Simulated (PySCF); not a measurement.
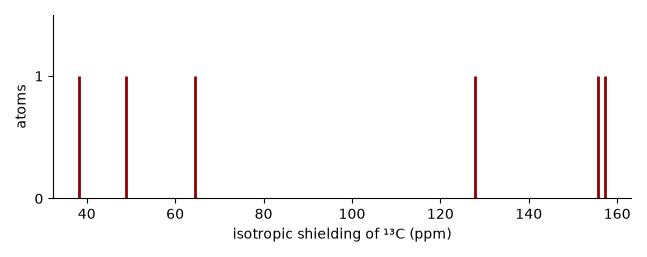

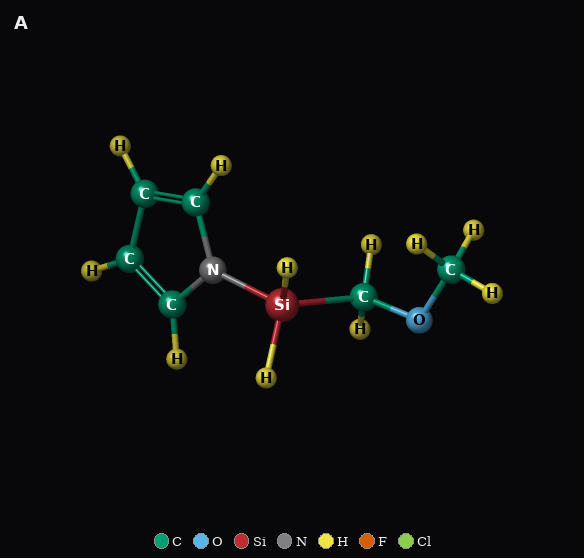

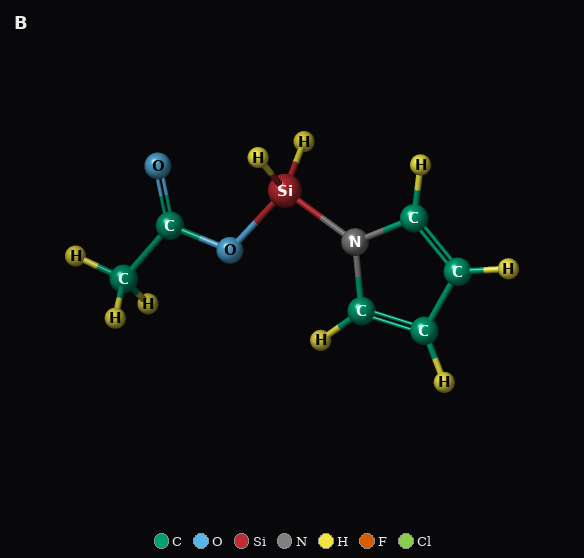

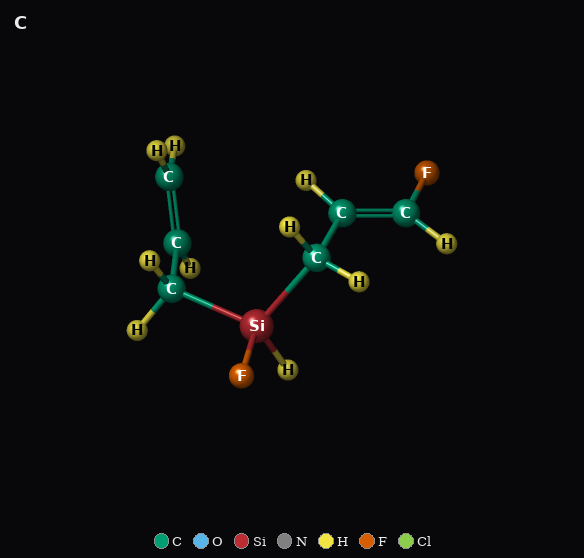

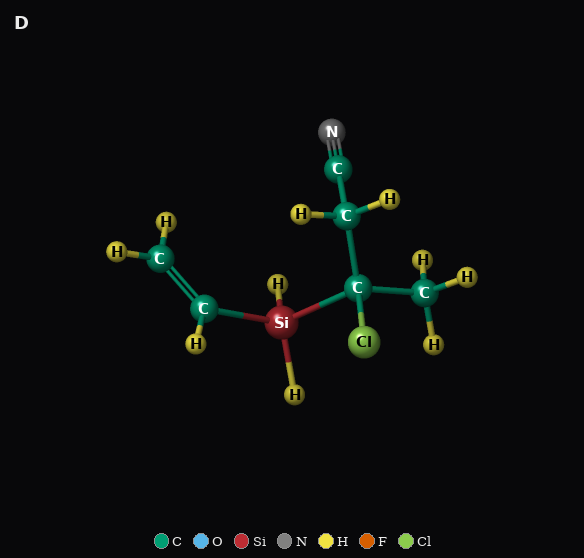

The sticks are computed shieldings of one of the molecules, for one fixed geometry (GFN2-xTB) without averaging over rotations. Low shielding means a high chemical shift. Method: GIAO PBE0/pcSseg-1 NMR shielding, non-relativistic, gas phase (PySCF 2.14.0).

### Which molecule gives this pattern?

D, `C=C[SiH2][C@](C)(Cl)CC#N`. Its 6 C atoms give lines at 38.3, 49.0, 64.5, 127.8, 155.6, 157.1 ppm.

The geometry is semi-empirical. Around Si such bond lengths and angles can be off by a tenth of an ångström or more and by several degrees, and values that hang on the shape move with them.
